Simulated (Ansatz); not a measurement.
# Ag wire along [110], 4 atoms a period: bands by functional and under strain, part 3 of 3

What gap, if any, does the Ag wire along [110], 4 atoms a period have, and how does it change with the functional and under strain?

Ansatz 0.2.0; DFT PBE, plane waves, PAW; relaxation of a wire's period (the session's first sound run).

So far. Step 6 (Another level of theory, level r2SCAN, cutoff 500 eV): Bands cross the Fermi level, as under PBE at the relaxed period. Step 7 (Two-component spinors): Bands cross the Fermi level, as under PBE at the relaxed period, with no moment.

### 8. At a strained period, period over the relaxed period 0.94, k-mesh 1×1×23

This step: DFT PBE, plane waves, PAW; relaxation at a fixed period (Ansatz 0.2.0).

The period is set to 0.94 times the relaxed one and the atoms relax within it: strain changes bond lengths and angles, which shifts the bands against each other. Against the first PBE run of this kind, the mesh along the wire has 23 points against 29.

The cell differs from the one that the last finished run ended in (c 2.785 → 2.618 Å).

input.yaml reads:

```yaml
crystal:
  lattice:
    - [8.875, 0.0, 0.0]
    - [0.0, 11.202, 0.0]
    - [0.0, 0.0, 2.6178091451]
  atoms:
    - { symbol: Ag, position: [0.369807483, 0.673135462, 0.0] }
    - { symbol: Ag, position: [0.384171874, 0.42574641, 0.0] }
    - { symbol: Ag, position: [0.630192517, 0.326841302, 0.5] }
    - { symbol: Ag, position: [0.615828126, 0.574230354, 0.5] }
kpoints:
  mp_grid: { grid: [1, 1, 23] }
  band_path: { path: ["Γ", Z], npoints: 50 }
scf:
  occupations: { method: fermi_dirac, width: 0.05 }
hamiltonian:
  xc: pbe
relax:
  max_steps: 40
  f_tol: 0.02
output:
  stress: true
```

Command:

```
> ansatz run input.yaml --threads 8 --pin off --max-ram 16384MiB --backend cpu --events-out ev --progress --plain --runs-dir out
```

Numbers of over 12 decimals in the logs are rounded to 6 here.

The program printed:

```text
Warning: output.stress: scf.convergence.dr2_threshold = 1e-7 eV (the SCF's general default) is looser than the 4e-10 eV advised for a printed stress (1e-10 eV for each atom of the cell: 4). What an SCF threshold leaves in a stress goes as its square root, and in the free energy as the threshold itself, and one threshold admits the most on a small cell: [figures from the program's tests cut] Every solve of this run an [...]
[...]
Crystal: 4 atoms, lattice volume = 260.257 Å³
Basis set: ecut = 420 eV, 5137 PW (Γ), exchange–correlation on 120×150×36 points (8 copies of the dense FFT grid, shifted against one another)
Bands: 46, of which v1, the nominal top of the filled ones, is band 38 counted from 1 (37 counted from 0)
Symmetry: 4 space group operations
[...]
k-points: 12 of 23
[...]
SCF iter   1: F=—  HF=-30358.983023 eV  |F-HF|=—  |Δ(HF+E_count)|=         —  Δρ=1.21e-3  dr2=7.76e-3  ethr=1.77e-3  ⟨swp⟩=7.1  Hψ=2312  notcnv=0  defer=7
[...]
SCF iter   6: F=-30358.987369 eV  HF=-30358.987371 eV  |F-HF|=1.93e-6  |Δ(HF+E_count)|=   2.59e-6  Δρ=2.33e-5  dr2=2.59e-6  ethr=1.32e-8  ⟨swp⟩=4.2  Hψ=1784  notcnv=0
SCF 1 converged in 6 iterations: F = -30358.987369 eV  dr2 = 2.59e-6
[...]
relax step   1: F+E_penalty+E_count = -30358.98736924 eV  Δ(F+E_penalty+E_count) = +0.000e0 eV  max|allowed force component| = 3.085e-1 eV/Å  Δτ_max = 0.0000 Å  (6 SCF iters, dr2 threshold 1.00e-5 eV, accepted)
[...]
SCF iter   6: F=-30359.005440 eV  HF=-30359.005441 eV  |F-HF|=4.39e-7  |Δ(HF+E_count)|=   1.07e-6  Δρ=1.36e-5  dr2=1.01e-6  ethr=7.83e-9  ⟨swp⟩=4.0  Hψ=1784  notcnv=0
SCF 2 converged in 6 iterations: F = -30359.005440 eV  dr2 = 1.01e-6
relax step   2: F+E_penalty+E_count = -30359.00544039 eV  Δ(F+E_penalty+E_count) = -1.807e-2 eV  max|allowed force component| = 1.387e-1 eV/Å  Δτ_max = 0.0736 Å  (6 SCF iters, dr2 threshold 5.95e-6 eV, accepted)
SCF iter   1: F=—  HF=-30359.013279 eV  |F-HF|=—  |Δ(HF+E_count)|=         —  Δρ=8.77e-4  dr2=1.61e-3  ethr=1.92e-5  ⟨swp⟩=4.0  Hψ=1444  notcnv=0  defer=25
[...]
SCF iter   6: F=-30359.012865 eV  HF=-30359.012865 eV  |F-HF|=7.71e-8  |Δ(HF+E_count)|=   3.16e-7  Δρ=7.64e-6  dr2=2.18e-7  ethr=1.58e-9  ⟨swp⟩=4.0  Hψ=1786  notcnv=0
SCF 3 converged in 6 iterations: F = -30359.012865 eV  dr2 = 2.18e-7
relax step   3: F+E_penalty+E_count = -30359.01286541 eV  Δ(F+E_penalty+E_count) = -7.425e-3 eV  max|allowed force component| = 2.809e-2 eV/Å  Δτ_max = 0.0309 Å  (6 SCF iters, dr2 threshold 1.20e-6 eV, accepted)
[...]
relax step   4: F+E_penalty+E_count = -30359.01348551 eV  Δ(F+E_penalty+E_count) = -6.201e-4 eV  max|allowed force component| = 4.601e-3 eV/Å  Δτ_max = 0.0361 Å  (6 SCF iters, accepted)
[...]
relax step   5: F+E_penalty+E_count = -30359.01394269 eV  Δ(F+E_penalty+E_count) = -4.572e-4 eV  max|allowed force component| = 2.801e-2 eV/Å  Δτ_max = 0.0777 Å  (7 SCF iters, accepted)
[...]
relax step   6: F+E_penalty+E_count = -30359.01429303 eV  Δ(F+E_penalty+E_count) = -3.503e-4 eV  max|allowed force component| = 2.604e-2 eV/Å  Δτ_max = 0.0444 Å  (7 SCF iters, accepted)
[...]
relax step   7: F+E_penalty+E_count = -30359.01504039 eV  Δ(F+E_penalty+E_count) = -7.474e-4 eV  max|allowed force component| = 1.846e-2 eV/Å  Δτ_max = 0.1226 Å  (7 SCF iters, dr2 threshold 5.86e-7 eV, accepted)
[...]
relax step   8: F+E_penalty+E_count = -30359.01504045 eV  Δ(F+E_penalty+E_count) = -5.771e-8 eV  max|allowed force component| = 1.843e-2 eV/Å  Δτ_max = 0.0000 Å  (3 SCF iters, accepted)
[...]
relax step   9: F+E_penalty+E_count = -30359.01530806 eV  Δ(F+E_penalty+E_count) = -2.676e-4 eV  max|allowed force component| = 1.895e-2 eV/Å  Δτ_max = 0.0750 Å  (7 SCF iters, accepted)
SCF iter   1: F=—  HF=-30359.017171 eV  |F-HF|=—  |Δ(HF+E_count)|=         —  Δρ=1.29e-3  dr2=4.47e-3  ethr=5.78e-5  ⟨swp⟩=4.3  Hψ=1340  notcnv=0  defer=23
[...]
SCF iter   7: F=-30359.015492 eV  HF=-30359.015492 eV  |F-HF|=1.26e-8  |Δ(HF+E_count)|=   2.23e-8  Δρ=2.27e-6  dr2=1.53e-8  ethr=1.32e-10  ⟨swp⟩=5.0  Hψ=1921  notcnv=0
SCF 10 converged in 7 iterations: F = -30359.015492 eV  dr2 = 1.53e-8
relax step  10: F+E_penalty+E_count = -30359.01549219 eV  Δ(F+E_penalty+E_count) = -1.841e-4 eV  max|allowed force component| = 1.447e-2 eV/Å  Δτ_max = 0.0506 Å  (7 SCF iters, accepted)
[...]
the band table was solved once a step of the walk had ended and its energy, with any forces and stress, was formed, with the checks that follow a solve (2670 applications of the Hamiltonian). They found nothing against the state; the energy, forces and stress were not computed again (output.eigenvalues in the input reference)
[...]
SCF converged after 7 iterations
Free energy (F): -30359.015492 eV
[...]
Internal energy: -30358.999605 eV  (E = F + TS)
E sigma→0 (E₀):  -30359.007549 eV
Entropy (-TS):   -0.015887 eV (-3.972 meV/atom)
Fermi energy:    1.430661 eV
[...]
--- Forces (eV/Å), atoms counted from 1 ---
  atom   1  Ag     0.00802175    -0.01446674     0.00000000
  atom   2  Ag     0.01241705     0.00414697     0.00000000
  atom   3  Ag    -0.00802175     0.01446674     0.00000000
  atom   4  Ag    -0.01241705    -0.00414697     0.00000000
  max |Σ_I F_I| component: 0.00e0 eV/Å
--- Stress (GPa, compression-positive) ---
        0.176030       0.003560       0.000000
        0.003560      -0.020869       0.000000
        0.000000       0.000000       3.579447
  P = ⅓ Tr σ = 1.2449 GPa (12.449 kbar)
--- Band table (eV; the first three rows and the last of 12) ---
  k-point 0: bands = [... 34 lower, -1.4145, -1.3067, -1.2627, -0.8078, 0.4311, 1.3324, 2.7188, 2.8956, ... 4 higher]
  k-point 1: bands = [... 34 lower, -1.4524, -1.3660, -1.3030, -0.7404, 0.4834, 1.3830, 2.7972, 2.9666, ... 4 higher]
  k-point 2: bands = [... 34 lower, -1.5572, -1.4922, -1.4072, -0.5809, 0.6313, 1.5278, 3.0206, 3.1714, ... 4 higher]
  k-point 11: bands = [... 34 lower, -1.0101, -0.9760, 2.6378, 3.5385, 4.5077, 5.2373, 6.1784, 6.7700, ... 4 higher]
--- Relaxed structure (10 steps of the walk, 10 accepted, 0 SCFs on fresh bases) ---
  F+E_penalty+E_count = -30359.01549219 eV   max|allowed force component| = 1.447e-2 eV/Å
  atoms:
    - { symbol: Ag, position: [0.406844, 0.694040, 0.0] }
    - { symbol: Ag, position: [0.367281, 0.444283, 0.0] }
    - { symbol: Ag, position: [0.593156, 0.305937, 0.5] }
    - { symbol: Ag, position: [0.632719, 0.555694, 0.5] }
```

It took 10 s on 8 threads of Arm Neoverse V2, shared host; peak memory 0.81 GiB.

Relaxation path:

```
step  energy less that of the first step (eV)  largest force component (eV/Å)
   1                                   0.0000                          0.3085
   2                                  -0.0181                          0.1387
   3                                  -0.0255                          0.0281
   4                                  -0.0261                          0.0046
   5                                  -0.0266                          0.0280
   6                                  -0.0269                          0.0260
   7                                  -0.0277                          0.0185
   8                                  -0.0277                          0.0184
   9                                  -0.0279                          0.0189
  10                                  -0.0281                          0.0145
```

Forces are held to the 4 operations that the run works with; a distortion that breaks them can't arise in this run.

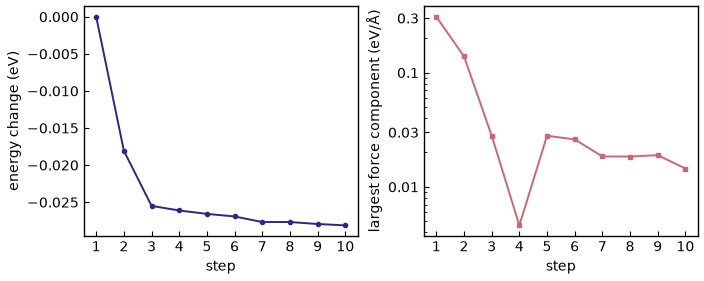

Energy and largest force along the relaxation.

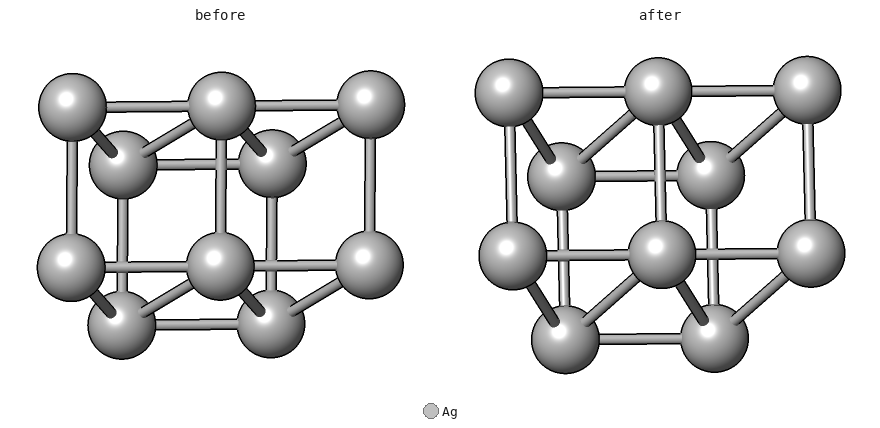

Before and after, at one scale.

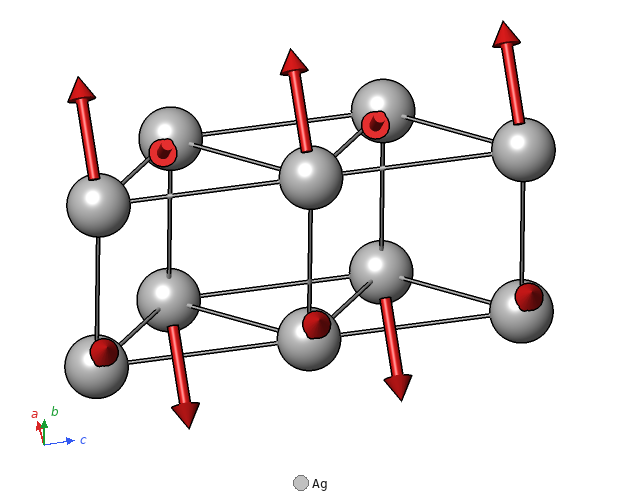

Displacements in the relaxation, exaggerated; the longest in the cell stands for 0.40 Å. 1×1×2 cells are drawn. Some periodic images of atoms are drawn too.

The atoms that moved most (Å):

| atom | dx | dy | dz | length |
| --- | --- | --- | --- | --- |
| Ag3 | -0.329 | -0.234 | 0.000 | 0.404 |
| Ag1 | 0.329 | 0.234 | 0.000 | 0.404 |
| Ag4 | 0.150 | -0.208 | 0.000 | 0.256 |
| Ag2 | -0.150 | 0.208 | 0.000 | 0.256 |

Final coordinates:

```cif
data_structure
_symmetry_space_group_name_H-M 'P 1'
_symmetry_Int_Tables_number 1
_cell_length_a 8.8750
_cell_length_b 11.2020
_cell_length_c 2.6178
_cell_angle_alpha 90.000
_cell_angle_beta 90.000
_cell_angle_gamma 90.000
_cell_volume 260.26
loop_
_atom_site_label
_atom_site_type_symbol
_atom_site_fract_x
_atom_site_fract_y
_atom_site_fract_z
_atom_site_occupancy
Ag1 Ag 0.40684 0.69404 0.00000 1
Ag2 Ag 0.36728 0.44428 0.00000 1
Ag3 Ag 0.59316 0.30594 0.50000 1
Ag4 Ag 0.63272 0.55569 0.50000 1
```

This step gave:

```
energy at zero smearing : -30359.0075 eV
```

The electronic bands at the labelled points (eV, zero at the Fermi level):

```
point  band 35  band 36  band 37  band 38  band 39  band 40  band 41  band 42
    Γ    -2.85    -2.74    -2.69    -2.24    -1.00    -0.10     1.29     1.46
    Z    -2.41    -2.41     1.70     1.70     3.48     3.48     5.05     5.05
```

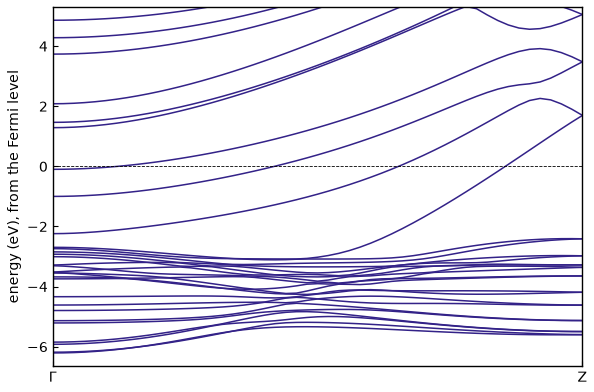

Electronic bands along the path.

Bands cross the Fermi level, as under PBE at the relaxed period.

### 9. At a strained period, period over the relaxed period 1.1, k-mesh 1×1×20

The period is set to 1.1 times the relaxed one and the atoms relax within it: strain changes bond lengths and angles, which shifts the bands against each other. Against the first PBE run of this kind, the mesh along the wire has 20 points against 29.

The cell differs from the one that the last finished run ended in (c 2.618 → 3.063 Å).

input.yaml, as its differences from that of step 8:

```diff
@@ -4,3 +4,3 @@
     - [0.0, 11.202, 0.0]
-    - [0.0, 0.0, 2.6178091451]
+    - [0.0, 0.0, 3.0633936804]
   atoms:
@@ -11,3 +11,3 @@
 kpoints:
-  mp_grid: { grid: [1, 1, 23] }
+  mp_grid: { grid: [1, 1, 20] }
   band_path: { path: ["Γ", Z], npoints: 50 }
```

The program printed:

```text
[...]
Crystal: 4 atoms, lattice volume = 304.556 Å³
Basis set: ecut = 420 eV, 5951 PW (Γ), exchange–correlation on 120×150×48 points (8 copies of the dense FFT grid, shifted against one another)
Bands: 46, of which v1, the nominal top of the filled ones, is band 38 counted from 1 (37 counted from 0)
Symmetry: 4 space group operations
[...]
--- Relaxed structure (4 steps of the walk, 4 accepted, 0 SCFs on fresh bases) ---
  F+E_penalty+E_count = -30358.95508285 eV   max|allowed force component| = 1.331e-2 eV/Å
  atoms:
    - { symbol: Ag, position: [0.374589, 0.672938, 0.0] }
    - { symbol: Ag, position: [0.394571, 0.426217, 0.0] }
    - { symbol: Ag, position: [0.625411, 0.327039, 0.5] }
    - { symbol: Ag, position: [0.605429, 0.573760, 0.5] }
[key lines of the parts left out:]
SCF converged after 2 iterations
Free energy (F): -30358.955083 eV
Fermi energy:    0.815466 eV
P = ⅓ Tr σ = -0.6179 GPa (-6.179 kbar)
```

Wall time 5.1 s (8 threads); peak memory 0.9 GiB; 36 s of CPU time.

Step by step:

```csv
step,energy less that of the first step (eV),largest force component (eV/Å)
1,0.0000,0.4058
2,-0.0515,0.1035
3,-0.0549,0.0133
4,-0.0549,0.0133
```

The run keeps the 4 symmetry operations that it works with, so distortions that break them were not tested.

The atoms that moved most (Å):

```
atom      dx      dy     dz  length
 Ag2   0.092   0.005  0.000   0.092
 Ag4  -0.092  -0.005  0.000   0.092
 Ag3  -0.042   0.002  0.000   0.042
 Ag1   0.042  -0.002  0.000   0.042
```

The relaxed structure:

```cif
data_structure
_symmetry_space_group_name_H-M 'P 1'
_symmetry_Int_Tables_number 1
_cell_length_a 8.8750
_cell_length_b 11.2020
_cell_length_c 3.0634
_cell_angle_alpha 90.000
_cell_angle_beta 90.000
_cell_angle_gamma 90.000
_cell_volume 304.56
loop_
_atom_site_label
_atom_site_type_symbol
_atom_site_fract_x
_atom_site_fract_y
_atom_site_fract_z
_atom_site_occupancy
Ag1 Ag 0.37459 0.67294 0.00000 1
Ag2 Ag 0.39457 0.42622 0.00000 1
Ag3 Ag 0.62541 0.32704 0.50000 1
Ag4 Ag 0.60543 0.57376 0.50000 1
```

This step gave:

```
energy at zero smearing : -30358.9494 eV
```

Bands cross the Fermi level, as under PBE at the relaxed period.

### 10. A varied input

This step: DFT LDA, plane waves, PAW; bands of a perfect wire at the PBE geometry; changed: scf.occupations.method = "gaussian", scf.occupations.width = 0.15 (Ansatz 0.2.0).

The atoms of the band run (LDA) are kept and the input is varied, to see whether the result depends on it.

input.yaml reads:

```yaml
crystal:
  lattice:
    - [8.875, 0.0, 0.0]
    - [0.0, 11.202, 0.0]
    - [0.0, 0.0, 2.7849033458]
  atoms:
    - { symbol: Ag, position: [0.369807483, 0.673135462, 0.0] }
    - { symbol: Ag, position: [0.384171874, 0.42574641, 0.0] }
    - { symbol: Ag, position: [0.630192517, 0.326841302, 0.5] }
    - { symbol: Ag, position: [0.615828126, 0.574230354, 0.5] }
kpoints:
  mp_grid: { grid: [1, 1, 22] }
  band_path: { path: ["Γ", Z], npoints: 50 }
scf:
  occupations: { method: gaussian, width: 0.15 }
hamiltonian:
  xc: lda
```

The program printed:

```text
[...]
Crystal: 4 atoms, lattice volume = 276.869 Å³
Basis set: ecut = 420 eV, 5469 PW (Γ)
Bands: 46, of which v1, the nominal top of the filled ones, is band 38 counted from 1 (37 counted from 0)
Symmetry: 4 space group operations
[...]
k-points: 12 of 22
[...]
SCF iter   1: F=—  HF=-29828.062282 eV  |F-HF|=—  |Δ(HF+E_count)|=         —  Δρ=6.35e-3  dr2=1.16e-1  ethr=1.77e-3  ⟨swp⟩=7.2  Hψ=2311  notcnv=0
[...]
SCF iter   9: F=-29828.031577 eV  HF=-29828.031577 eV  |F-HF|=2.92e-9  |Δ(HF+E_count)|=   5.01e-9  Δρ=1.14e-6  dr2=3.60e-9  ethr=1.32e-10  ⟨swp⟩=2.7  Hψ=1152  notcnv=0
SCF 1 converged in 9 iterations: F = -29828.031577 eV  dr2 = 3.60e-9
[...]
SCF converged after 9 iterations
Free energy (F): -29828.031577 eV
[...]
Internal energy: -29828.015046 eV  (E = F + TS)
E sigma→0 (E₀):  -29828.023312 eV
Entropy (-TS):   -0.016531 eV (-4.133 meV/atom)
Fermi energy:    0.834014 eV
[...]
--- Band table (eV; the first three rows and the last of 12) ---
  k-point 0: bands = [... 34 lower, -2.0731, -1.9392, -1.8920, -1.2945, -0.0637, 0.8897, 2.1775, 2.5401, ... 4 higher]
  k-point 1: bands = [... 34 lower, -2.0994, -1.9792, -1.9197, -1.2413, -0.0165, 0.9370, 2.2474, 2.6039, ... 4 higher]
  k-point 2: bands = [... 34 lower, -2.1719, -2.0677, -1.9907, -1.1032, 0.1197, 1.0742, 2.4488, 2.7895, ... 4 higher]
  k-point 11: bands = [... 34 lower, -1.7256, -1.7256, 1.9719, 1.9719, 3.7679, 3.7679, 5.0706, 5.0706, ... 4 higher]
```

Wall time 3 s (8 threads); peak memory 0.81 GiB.

This step gave:

```
energy at zero smearing : -29828.0233 eV
```

It took 3 s against 3.1 s for the run it varies.

Against step 4 (now occupations Gaussian and smearing width 0.15 eV), the free energy moves by -0.5 meV an atom.

### 11. The same system on other settings

This step: DFT LDA, plane waves, PAW; bands of a perfect wire at the PBE geometry; changed: hamiltonian.hubbard = {"sites": [{"species": "Ag", "l": "d", "u_eff": 40.0}]}, scf.max_iter = 75 (Ansatz 0.2.0).

The input of the band run (LDA) is made doubtful on purpose.

input.yaml, as its differences from that of step 10:

```diff
@@ -14,4 +14,6 @@
 scf:
-  occupations: { method: gaussian, width: 0.15 }
+  occupations: { method: fermi_dirac, width: 0.05 }
+  max_iter: 75
 hamiltonian:
   xc: lda
+  hubbard: { sites: [{ species: Ag, l: d, u_eff: 40.0 }] }
```

The program printed:

```text
Ag: projections on atomic orbitals take those of the free atom [Ar 3d10] 4s2 4p6 4d10 5s1, of charge +0.00 (hamiltonian.pseudopotentials.projection_atoms); the dataset's partial waves leave at most 1.2e-5 of an orbital's norm unspanned inside its sphere
[...]
Crystal: 4 atoms, lattice volume = 276.869 Å³
Basis set: ecut = 420 eV, 5469 PW (Γ)
Bands: 46, of which v1, the nominal top of the filled ones, is band 38 counted from 1 (37 counted from 0)
Symmetry: 4 space group operations
[...]
k-points: 12 of 22
[...]
SCF iter   7: F=-29825.886427 eV  HF=-29825.886427 eV  |F-HF|=1.46e-8  |Δ(HF+E_count)|=   1.50e-7  Δρ=3.56e-6  dr2=2.65e-8  ethr=1.32e-10  ⟨swp⟩=9.1  Hψ=1795  notcnv=0
SCF 1 converged in 7 iterations: F = -29825.886427 eV  dr2 = 2.65e-8
[...]
SCF converged after 7 iterations
Free energy (F): -29825.886427 eV
[...]
Internal energy: -29825.874880 eV  (E = F + TS)
E sigma→0 (E₀):  -29825.880654 eV
Entropy (-TS):   -0.011547 eV (-2.887 meV/atom)
Fermi energy:    0.633843 eV
[...]
--- Band table (eV; the first three rows and the last of 12) ---
  k-point 0: bands = [... 34 lower, -21.0948, -21.0371, -4.4025, -1.8586, -0.2724, 0.7531, 2.2542, 2.6500, ... 4 higher]
  k-point 1: bands = [... 34 lower, -21.1267, -21.0733, -4.3517, -1.8104, -0.2252, 0.8017, 2.3218, 2.7123, ... 4 higher]
  k-point 2: bands = [... 34 lower, -21.2112, -21.1698, -4.2003, -1.6666, -0.0843, 0.9459, 2.5189, 2.8952, ... 4 higher]
  k-point 11: bands = [... 34 lower, -20.7313, -20.7313, 1.7471, 1.7471, 3.8029, 3.8029, 5.1801, 5.1801, ... 4 higher]
Occupation matrices written to <dir>
```

Elapsed: 3 s, on 8 threads; peak memory 1 GiB.

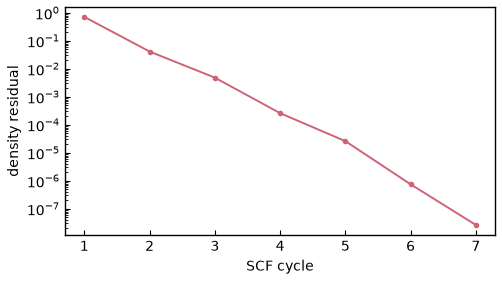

Residual by cycle in this run.

The run finished. A setting was moved off its sound value on purpose, so it serves as a test and not as the result.

The fault put into the input: an enormous or negative U (hamiltonian.hubbard).

### 12. Summary of results

```
cell length, PBE           : 2.785 Å
conductance, PBE           : 3.19 G₀
gap, period scaled by 0.94 : none
gap, period scaled by 1.1  : none
```

What this shows: Under PBE the cell's length is 2.78 Å, and it is a metal with 3 channels a spin next to the Fermi level, 3.19 G₀ at 300 K. A perfect wire passes every open channel, so the conductance counts half a G₀ for each forward-moving state at the Fermi level, spin by spin; the value here is no such multiple, since a band edge lies within the thermal window. Transport is coherent and elastic here: the atoms are frozen, so scattering by vibrations plays no part.

[Logs are printed without paths, hosts, clocks, repeated set-up lines and the standing remarks that a program may print on its own settings, such as how far it seeks lower states.]

[Hosts, paths, dates, database ids (printed as entryN), source tags and the programs' standing remarks are cut or masked in the printed files.]
